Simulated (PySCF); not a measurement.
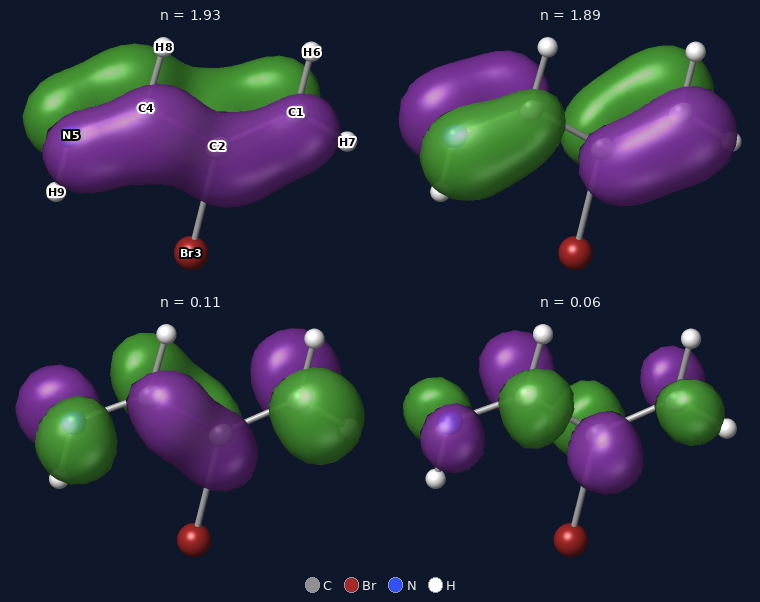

Figure. C3H4BrN, SMILES `C=C(Br)C=N`. Natural orbitals of the π active space, CASSCF(4,4), singlet state, in order of falling occupation.

Level of theory: def2-SVP basis (PySCF), at a geometry from GFN2-xTB. No frequency check shows the geometry to be a minimum. GFN2-xTB bond lengths at metals and heavier atoms can be off by up to 0.1 Å and shapes distorted, which carries into these values.

Input script:

```python
import numpy as np
from pyscf import gto, scf, dft, mcscf, mrpt
from pyscf.mcscf import avas

def solve(mol, dm0=None, hcore=None):
    mf = scf.ROHF(mol) if mol.spin else scf.RHF(mol)
    mf = mf.density_fit(auxbasis='def2-universal-jkfit')
    mf.conv_tol, mf.max_cycle = 1e-8, 80
    if hcore is not None:
        mf.get_hcore = lambda *args: hcore
    mf.kernel(dm0)
    if not mf.converged:
        mf = mf.newton().run(mf.mo_coeff, mf.mo_occ, max_cycle=30)
    assert mf.converged, 'SCF not converged'
    return mf

mol = gto.M(atom='''
C     -0.71184     1.98376     0.00000
C     -0.64203     0.65743     0.00000
Br     1.06222    -0.21547     0.00000
C     -1.81229    -0.22963     0.00000
N     -1.85287    -1.48101     0.00000
H     -1.66715     2.48141     0.00000
H      0.16436     2.60898     0.00000
H     -2.76254     0.29858     0.00000
H     -0.94533    -1.94971     0.00000
''', basis='def2-svp', charge=0, spin=0, verbose=4)
mf = solve(mol)
ncas, nel, orbs = avas.avas(mf, ['C 2pz', 'N 2pz'], threshold=0.5, openshell_option=3)
print('active space', nel, ncas)
assert 2 <= ncas <= 10, 'active space too large or empty'
mc = mcscf.CASSCF(mf, ncas, nel)
mc.natorb, mc.max_cycle_macro = True, 60
mc.fix_spin_(ss=mol.spin / 2 * (mol.spin / 2 + 1))
mc.kernel(orbs)
occ = mc.mo_occ[mc.ncore:mc.ncore + ncas]
print('natural occupations', occ.round(4))
e2 = mrpt.NEVPT(mc).kernel()
out = dict(c=mc.mo_coeff[:, mc.ncore:mc.ncore + ncas], occ=occ, e=mc.e_tot, e2=e2, ehf=mf.e_tot, ok=mc.converged, nel=nel, w0=abs(mc.ci).max() ** 2, dm=mc.make_rdm1())
# the other spin state at the same geometry
other = mol.copy().set(spin=2).build()
mo = scf.ROHF(other).density_fit(auxbasis='def2-universal-jkfit').run()
na = (nel + other.spin) // 2
m2 = mcscf.CASSCF(mo, ncas, (na, nel - na))
m2.natorb = True
m2.fix_spin_(ss=other.spin / 2 * (other.spin / 2 + 1))
m2.kernel(mc.mo_coeff)
e2o = mrpt.NEVPT(m2).kernel()
print('other state above this one / eV: CASSCF', (m2.e_tot - mc.e_tot) * 27.211386, 'NEVPT2', (m2.e_tot + e2o - mc.e_tot - e2) * 27.211386)
np.savez('result.npz', eo=m2.e_tot, e2o=e2o, oko=m2.converged, occo=m2.mo_occ[mc.ncore:mc.ncore + ncas], co=m2.mo_coeff[:, mc.ncore:mc.ncore + ncas], **out)
```

Launched as:

```sh
OMP_NUM_THREADS=1 python input.py
```

The run took 53 s on 1 thread of Arm Neoverse V2, on a shared host, peak memory 0.32 GiB.

**How multiconfigurational is the state?**

The leading determinant weighs 0.91; the effective number of unpaired electrons, Σ n²(2−n)², is 0.12; the most occupied of the weakly occupied orbitals holds 0.11 e, as in an ordinary closed-shell π system. The active space lowers the energy by 1.62 eV against Hartree–Fock.

**Where does the lowest triplet lie relative to the singlet, at this geometry and within this active space?**

3.88 eV above it by strongly contracted NEVPT2 (+3.80 eV by CASSCF); a small basis tends to put such gaps a few tenths of an eV too high. This is a vertical energy for π states alone; a state that uses lone pairs or σ orbitals may lie lower.
